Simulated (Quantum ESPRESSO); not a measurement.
## KNiF3: spin-resolved density of states

Where do the states of the two spins of KNiF3 lie?

Program: Quantum ESPRESSO 7.5. Level of theory: LDA with U = 6 eV on Ni d (ortho-atomic projectors); plane waves with GBRV 1.5 LDA potentials, no spin-orbit coupling. Results are calculated unless marked as measured.

The database entry behind the starting cell differs from later determinations by our own check (about 0.35 % short), so it need not match the best structure at ambient conditions.

## 1. The structure

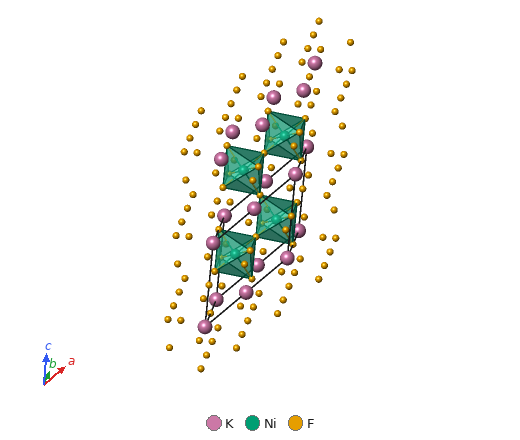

The starting structure, seen slightly off an axis (potassium pink, nickel teal, fluorine orange). 1×1×2 cells are drawn. Some periodic images of atoms are drawn too.

The cell comes from the Crystallography Open Database.

## 2. Ground-state run

This state came out lowest in a comparison of starts that is told elsewhere.

pw.in reads:

```
&CONTROL
  calculation = 'scf'
  prefix = 'pwscf'
  outdir = './tmp'
  pseudo_dir = './pseudo'
  disk_io = 'low'
/
&SYSTEM
  ibrav = 0
  celldm(1) = 8
  nat = 10
  ntyp = 4
  ecutwfc = 40
  ecutrho = 280
  nbnd = 66
  occupations = 'smearing'
  smearing = 'fd'
  degauss = 0.00367493
  nspin = 2
  starting_magnetization(1) = 0
  starting_magnetization(2) = 0.1111
  starting_magnetization(3) = -0.1111
  starting_magnetization(4) = 0
/
&ELECTRONS
  conv_thr = 2d-08
  electron_maxstep = 150
  mixing_beta = 0.3
/
ATOMIC_SPECIES
K      39.0983 k_lda_v1.4.uspp.F.UPF
Ni1    58.6934 ni_lda_v1.4.uspp.F.UPF
Ni2    58.6934 ni_lda_v1.4.uspp.F.UPF
F      18.9984 f_lda_v1.4.uspp.F.UPF
CELL_PARAMETERS alat
   1.8897261246258    0.0000000000000    0.0000000000000
   0.9448630623129    0.9448630623129    0.0000000000000
   0.9448630623129    0.0000000000000    0.9448630623129
ATOMIC_POSITIONS crystal
K       0.0000000000    0.0000000000    0.0000000000
K       0.5000000000    0.0000000000    0.0000000000
Ni1     0.7500000000    0.5000000000    0.5000000000
Ni2     0.2500000000    0.5000000000    0.5000000000
F       0.0000000000    0.5000000000    0.0000000000
F       0.5000000000    0.5000000000    0.0000000000
F       0.5000000000    0.5000000000    0.5000000000
F       0.0000000000    0.5000000000    0.5000000000
F       0.0000000000    0.0000000000    0.5000000000
F       0.5000000000    0.0000000000    0.5000000000
K_POINTS automatic
3 6 6 0 0 0
HUBBARD {ortho-atomic}
U Ni1-3d 6.0000
U Ni2-3d 6.0000
```

Launch:

```sh
> OMP_NUM_THREADS=1 mpirun -n 4 pw.x -nk 4 -in pw.in > pw.out
```

What it wrote:

```text
Program PWSCF v.7.5 starts

     Message from routine setup:
     using ibrav=0 with symmetry is DISCOURAGED, use correct ibrav instead

     K-points division:     npool     =       4
     Subspace diagonalization in iterative solution of the eigenvalue problem:

     bravais-lattice index     =            0
     lattice parameter (alat)  =       8.0000  a.u.
     unit-cell volume          =     863.7868 (a.u.)^3
     number of atoms/cell      =           10
     number of atomic types    =            4
     number of electrons       =        96.00
     number of Kohn-Sham states=           66
     kinetic-energy cutoff     =      40.0000  Ry
     charge density cutoff     =     280.0000  Ry
     scf convergence threshold =      2.0E-08
     mixing beta               =       0.3000
     number of iterations used =            8  plain     mixing
     Exchange-correlation=  SLA  PZ   NOGX NOGC
                           (   1   1   0   0   0   0   0)
     Hubbard projectors: ortho-atomic
     Hubbard parameters of DFT+U (Dudarev formulation) in eV:
     U(Ni1-3d) =  6.0000
     U(Ni2-3d) =  6.0000

     Internal variables: lda_plus_u =T, lda_plus_u_kind = 0

     Internal variables: orbital_resolved =F, hub_pot_fix =F, apply_U = F

     celldm(1)=   8.000000  celldm(2)=   0.000000  celldm(3)=   0.000000
     celldm(4)=   0.000000  celldm(5)=   0.000000  celldm(6)=   0.000000

     crystal axes: (cart. coord. in units of alat)
               a(1) = (   1.889726   0.000000   0.000000 )
               a(2) = (   0.944863   0.944863   0.000000 )
               a(3) = (   0.944863   0.000000   0.944863 )

     reciprocal axes: (cart. coord. in units 2 pi/alat)
               b(1) = (  0.529177 -0.529177 -0.529177 )
               b(2) = (  0.000000  1.058354  0.000000 )
               b(3) = (  0.000000  0.000000  1.058354 )

     PseudoPot. # 1 for K  read from file:
     k_lda_v1.4.uspp.F.UPF
     Pseudo is Ultrasoft + core correction, Zval =  9.0

     PseudoPot. # 2 for Ni read from file:
     ni_lda_v1.4.uspp.F.UPF
     Pseudo is Ultrasoft + core correction, Zval = 18.0

     PseudoPot. # 3 for Ni read from file:
     ni_lda_v1.4.uspp.F.UPF
     Pseudo is Ultrasoft + core correction, Zval = 18.0

     PseudoPot. # 4 for F  read from file:
     f_lda_v1.4.uspp.F.UPF
     Pseudo is Ultrasoft, Zval =  7.0

     atomic species   valence    mass     pseudopotential
     K                 9.00    39.09830     K ( 1.00)
     Ni1              18.00    58.69340     Ni( 1.00)
     Ni2              18.00    58.69340     Ni( 1.00)
     F                 7.00    18.99840     F ( 1.00)

     Starting magnetic structure
     atomic species   magnetization
     K               0.000
     Ni1             0.111
     Ni2            -0.111
     F               0.000

     48 Sym. Ops., with inversion, found (24 have fractional translation)

   Cartesian axes

     site n.     atom                  positions (alat units)
         1        K      tau(   1) = (   0.0000000   0.0000000   0.0000000  )
         2        K      tau(   2) = (   0.9448631   0.0000000   0.0000000  )
         3        Ni1    tau(   3) = (   2.3621577   0.4724315   0.4724315  )
         4        Ni2    tau(   4) = (   1.4172946   0.4724315   0.4724315  )
         5        F      tau(   5) = (   0.4724315   0.4724315   0.0000000  )
         6        F      tau(   6) = (   1.4172946   0.4724315   0.0000000  )
         7        F      tau(   7) = (   1.8897261   0.4724315   0.4724315  )
         8        F      tau(   8) = (   0.9448631   0.4724315   0.4724315  )
         9        F      tau(   9) = (   0.4724315   0.0000000   0.4724315  )
        10        F      tau(  10) = (   1.4172946   0.0000000   0.4724315  )

     number of k points=    10  Fermi-Dirac smearing, width (Ry)=  0.0037
                       cart. coord. in units 2pi/alat
        k(    1) = (   0.0000000   0.0000000   0.0000000), wk =   0.0092593
        k(    2) = (   0.0000000   0.0000000   0.1763924), wk =   0.0555556
        k(    3) = (   0.0000000   0.0000000   0.3527848), wk =   0.0555556
        k(    4) = (   0.0000000   0.0000000  -0.5291772), wk =   0.0277778
        k(    5) = (   0.0000000   0.1763924   0.1763924), wk =   0.1111111
        [... 5 further k-points ...]

     Dense  grid:    68681 G-vectors     FFT dimensions: (  90,  60,  60)

     Smooth grid:    29603 G-vectors     FFT dimensions: (  64,  45,  45)

     Check: negative core charge=   -0.000006
     Generating pointlists ...
     new r_m :   0.2756 (alat units)  2.2048 (a.u.) for type    1
     new r_m :   0.1949 (alat units)  1.5590 (a.u.) for type    2
     new r_m :   0.1949 (alat units)  1.5590 (a.u.) for type    3
     new r_m :   0.1949 (alat units)  1.5590 (a.u.) for type    4

     Initial potential from superposition of free atoms

     starting charge      90.9944, renormalised to      96.0000

     STARTING HUBBARD OCCUPATIONS:

     =================== HUBBARD OCCUPATIONS ===================
     ------------------------ ATOM    3 ------------------------
     Tr[ns(  3)] (up, down, total) =   5.00000  3.00000  8.00000
     Atomic magnetic moment for atom   3 =   2.00000
     [... lines left out ...]
     ------------------------ ATOM    4 ------------------------
     Tr[ns(  4)] (up, down, total) =   3.00000  5.00000  8.00000
     Atomic magnetic moment for atom   4 =  -2.00000
     [... lines left out ...]
     Number of occupied Hubbard levels =   16.0000

     Atomic wfc used for Hubbard projectors are orthogonalized

     Starting wfcs are   66 randomized atomic wfcs

     Self-consistent Calculation

     iteration #  1     ecut=    40.00 Ry     beta= 0.30
     Davidson diagonalization with overlap
     ethr =  1.00E-02,  avg # of iterations =  8.2

     =================== HUBBARD OCCUPATIONS ===================
     ------------------------ ATOM    3 ------------------------
     Tr[ns(  3)] (up, down, total) =   4.49954  0.93863  5.43817
     Atomic magnetic moment for atom   3 =   3.56091
     [... lines left out ...]
     ------------------------ ATOM    4 ------------------------
     Tr[ns(  4)] (up, down, total) =   0.93860  4.49899  5.43759
     Atomic magnetic moment for atom   4 =  -3.56038
     [... lines left out ...]
     Number of occupied Hubbard levels =   10.8758

     total energy              =   -1083.66302619 Ry
     estimated scf accuracy    <      24.98043891 Ry

     total magnetization       =     0.02 Bohr mag/cell
     absolute magnetization    =     7.55 Bohr mag/cell

     iteration #  2     ecut=    40.00 Ry     beta= 0.30
     Davidson diagonalization with overlap
     ethr =  1.00E-02,  avg # of iterations =  3.1

     total energy              =   -1089.62732930 Ry
     estimated scf accuracy    <      16.59017876 Ry

     total magnetization       =     0.00 Bohr mag/cell
     absolute magnetization    =     0.33 Bohr mag/cell

     [... further iterations left out ...]

     iteration # 11     ecut=    40.00 Ry     beta= 0.30
     Davidson diagonalization with overlap
     ethr =  2.96E-09,  avg # of iterations =  3.1

     total energy              =   -1092.14872356 Ry
     estimated scf accuracy    <       0.00000133 Ry

     total magnetization       =    -0.00 Bohr mag/cell
     absolute magnetization    =     3.78 Bohr mag/cell

     iteration # 12     ecut=    40.00 Ry     beta= 0.30
     Davidson diagonalization with overlap
     ethr =  1.39E-09,  avg # of iterations =  2.0

     Magnetic moment per site  (integrated on atomic sphere of radius R)
     atom   1 (R=0.276)  charge=  7.6061  magn= -0.0000
     atom   2 (R=0.276)  charge=  7.6061  magn= -0.0000
     atom   3 (R=0.195)  charge= 15.3847  magn=  1.7165
     atom   4 (R=0.195)  charge= 15.3847  magn= -1.7165
     atom   5 (R=0.195)  charge=  6.4939  magn= -0.0000
     atom   6 (R=0.195)  charge=  6.4939  magn= -0.0000
     atom   7 (R=0.195)  charge=  6.4938  magn= -0.0000
     atom   8 (R=0.195)  charge=  6.4938  magn= -0.0000
     atom   9 (R=0.195)  charge=  6.4939  magn= -0.0000
     atom  10 (R=0.195)  charge=  6.4939  magn= -0.0000

     End of self-consistent calculation

     =================== HUBBARD OCCUPATIONS ===================
     ------------------------ ATOM    3 ------------------------
     Tr[ns(  3)] (up, down, total) =   4.98076  3.21128  8.19205
     Atomic magnetic moment for atom   3 =   1.76948
     [... lines left out ...]
     ------------------------ ATOM    4 ------------------------
     Tr[ns(  4)] (up, down, total) =   3.21129  4.98077  8.19206
     Atomic magnetic moment for atom   4 =  -1.76948
     [... lines left out ...]
     Number of occupied Hubbard levels =   16.3841

     [... lines left out ...]
     the Fermi energy is     6.6597 ev

!    total energy              =   -1092.14872420 Ry
     estimated scf accuracy    <       0.00000001 Ry
     smearing contrib. (-TS)   =       0.00000000 Ry
     internal energy E=F+TS    =   -1092.14872420 Ry

     The total energy is F=E-TS. E is the sum of the following terms:
     one-electron contribution =    -775.77150363 Ry
     hartree contribution      =     432.37863076 Ry
     xc contribution           =    -142.95500798 Ry
     ewald contribution        =    -605.90651864 Ry
     Hubbard energy            =       0.10567529 Ry

     total magnetization       =     0.00 Bohr mag/cell
     absolute magnetization    =     3.78 Bohr mag/cell

     convergence has been achieved in  12 iterations

=------------------------------------------------------------------------------=
   JOB DONE.
=------------------------------------------------------------------------------=
```

Wall time 22 s (4 MPI ranks of AMD EPYC 9R45 (Zen 5), shared host); peak memory 0.78 GiB.

Spin moment in the atom's sphere by atom:

| atom | spin moment in the atom's sphere (μB) |
| --- | --- |
| K1 | 0.00 |
| K2 | 0.00 |
| Ni3 | 1.72 |
| Ni4 | -1.72 |
| F5 | 0.00 |
| F6 | 0.00 |
| F7 | 0.00 |
| F8 | 0.00 |
| F9 | 0.00 |
| F10 | 0.00 |

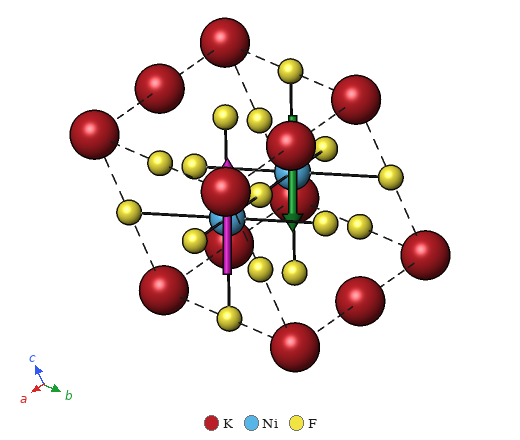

Spin moment in the atom's sphere as arrows, the longest 1.72 μB. Up and down stand for the sign. Arrows give size and sign along the axis of quantisation, drawn up and down the page. The two directions have two colours. Some periodic images of atoms are drawn too.

This step gave:

| Quantity | Value |
| --- | --- |
| smearing term TS | 0 eV |
| magnetization | 0 μB |
| absolute magnetization | 3.782 μB |
| final state | antiferromagnetic |

(Continued in part 2 of 2.)

[Logs and program files are shortened in this print: banners, set-up blocks, solver, clock and traceback lines can be left out without a mark of their own.]

[Logs are printed without paths, hosts, clocks, repeated set-up lines and the standing remarks that a program may print on its own settings, such as how far it seeks lower states.]

[Hosts, paths, dates, database ids (printed as entryN), source tags and the programs' standing remarks are cut or masked in the printed files.]

[Where a cell is said to come from a database of computed structures, the database is the Materials Project.]
